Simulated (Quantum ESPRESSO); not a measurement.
# Energy and gap at +3 % biaxial strain: tetragonal ZnSe, 1 layer

Method. Quantum ESPRESSO 7.5 driven by ASE, PBE, GBRV ultrasoft, ESM (bc1); atomic heights clamped; cell area 16.732 Å² at zero strain.

```
strain (%)  energy (meV a cell)  gap on the mesh (eV)
        −3                82.40                 2.415
      −1.5                21.78                 2.284
         0                 0.00                 2.156
      +1.5                12.80                 2.031
```

**Question.** What are energy and gap at +3 %, and how stiff is the sheet?

By hand: About zero, E'' = (21.78 + 12.80 − 2 × 0.00)/1.5² = 15.37 meV per %² and E' = (12.80 − 21.78)/3 = −2.99 meV per %. With E = A K ε², where K = (C11 + C22)/2 + C12 (C11 + C12 for a hexagonal sheet), K = 15.37 × 10/(2 × 16.732) × 16.02 = 74 N/m. The parabola gives E(+3 %) = 0.00 + 3 × (−2.99) + 4.5 × 15.37 = 60.2 meV. Continuing the last slope, the gap is 2 × 2.031 − 2.156 = 1.906 eV.

**Check.** E = 56.4 meV and the gap 1.910 eV. The parabola misses by +3.8 meV, too high, since bonds soften under tension. The gap's line misses by −0.004 eV.

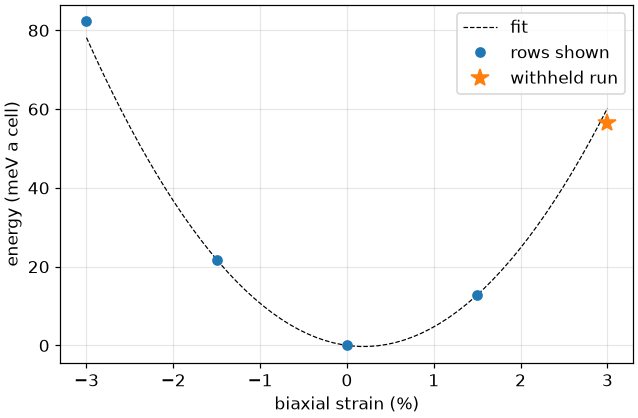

The rows shown, the fit and the withheld run.

**Limits.** Clamped heights stiffen sheets with several planes. Semilocal gap, no spin-orbit coupling.

[Logs are printed without paths, hosts, clocks, repeated set-up lines and the standing remarks that a program may print on its own settings, such as how far it seeks lower states.]
